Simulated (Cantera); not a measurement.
A closed system holds: 1 mol C₆H₆, 2 mol H₂O, 1.2 mol H₂, equilibrated at 101000 Pa.

Cantera equilibrium calculation (NASA polynomials, part measured and part estimated; ideal gas, pure solids and liquids). Candidate condensed phases: C, C₆H₆, C₇H₈, C₈H₁₈, H₂O; 110 gas species. Kinetics and transport are ignored.

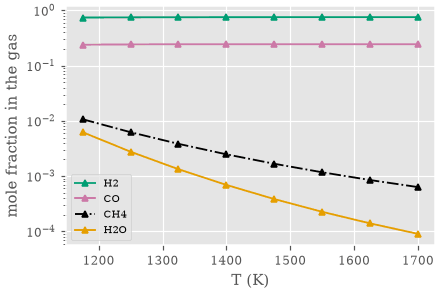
Figure: Equilibrium gas composition (values under 1e-9 drawn at 1e-9)

Question: Read off the mole fractions at 1400 K.

Answer: H₂ about 0.75, CO about 0.24, CH₄ about 0.0025, H₂O about 0.00069.
